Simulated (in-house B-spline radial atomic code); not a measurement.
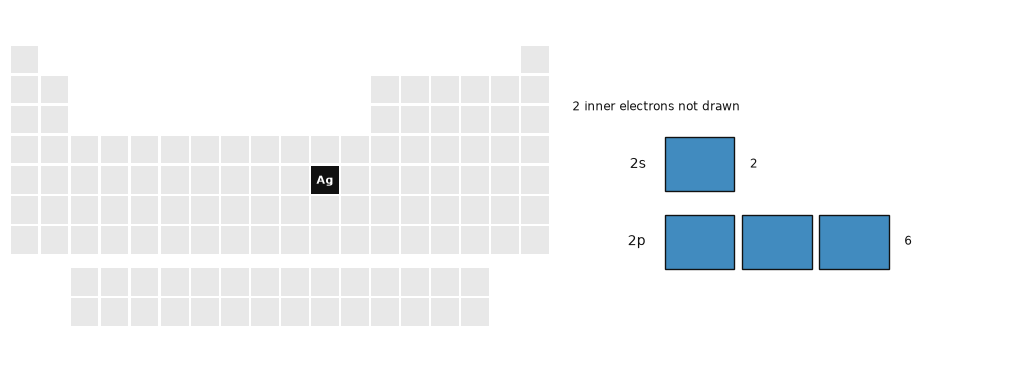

**Figure 1.** Left, the place of silver in the periodic table; right, the outer shells of the closed core: a box for each of the 2l + 1 orbitals, shaded by the share of the shell that is filled, with the electron count at the right.

# Many-body perturbation calculation, with input and output: Ag³⁵⁺

Ag³⁵⁺, core [He] 2s2 2p6. Computed at this level: configuration interaction of two valence electrons with many-body perturbation theory for the core (screened one- and two-electron correlation potentials), Breit and QED, no-pair Dirac, B-spline basis (in-house B-spline radial atomic code).

**Input file**
```
basis_form = 3
Z = 47
core_configuration = [He] 2s2 2p6
rms_radius = 4.5454
mass_number = 107
speed_of_light = 137.035999084
box_radius = 2.432
lmax = 6
intervals = 57
virtual_cutoff = 4418.0
```

The run was one of a batch that the task file lists, launched with:
```bash
python <driver script> task.json out
```

The program writes its results to a structured record and prints no log; tables and figures of this report are taken from that record.

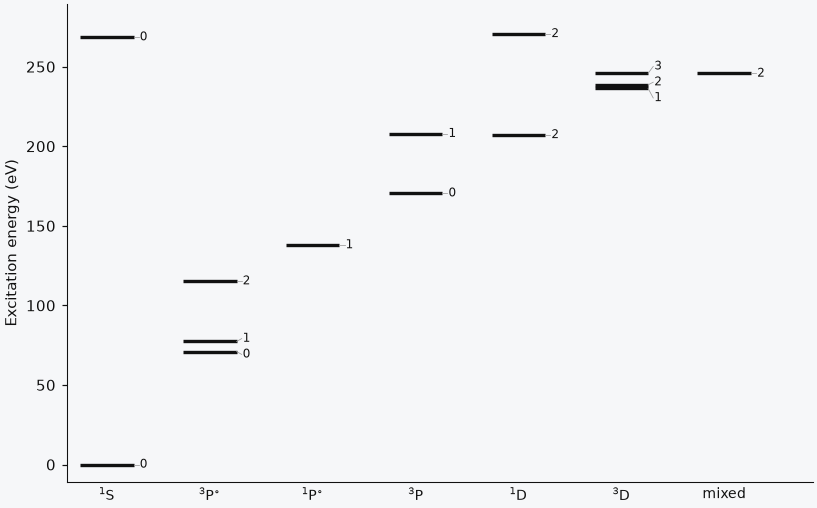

**Figure 2.** Levels of Ag³⁵⁺, two electrons outside the core [He] 2s² 2p⁶. CI+MBPT: configuration interaction in the frozen-core Dirac–Hartree–Fock potential with screened core-valence correlation, Breit and QED terms; computed with a B-spline radial code. The lowest level is 3s² ¹S₀. The first excited level, 3s 3p ³P°₀, lies at 71.0 eV. It is also the lowest level of opposite parity. The ionisation energy is 2299 eV, against 2301 eV from CI without core-valence correlation and a semi-empirical value of 2302 eV.

| Level | E (eV) |
| --- | --- |
| 3s² ¹S₀ | 0 |
| 3s 3p ³P°₀ | 71.00 |
| 3s 3p ³P°₁ | 77.33 |
| 3s 3p ³P°₂ | 115.2 |
| 3s 3p ¹P°₁ | 137.9 |
| 3p² ³P₀ | 170.4 |
| 3p² ¹D₂ | 207.1 |
| 3p² ³P₁ | 207.8 |
| 3s 3d ³D₁ | 236.4 |
| 3s 3d ³D₂ | 238.6 |
| 3p² J = 2 (even, mixed, level 11) | 245.7 |
| 3s 3d ³D₃ | 245.8 |
| 3p² ¹S₀ | 268.5 |
| 3s 3d ¹D₂ | 270.6 |

**Results in brief**

- outcome: converged
- hardware: 1 CPU thread, shared host
- wall time: 21 s
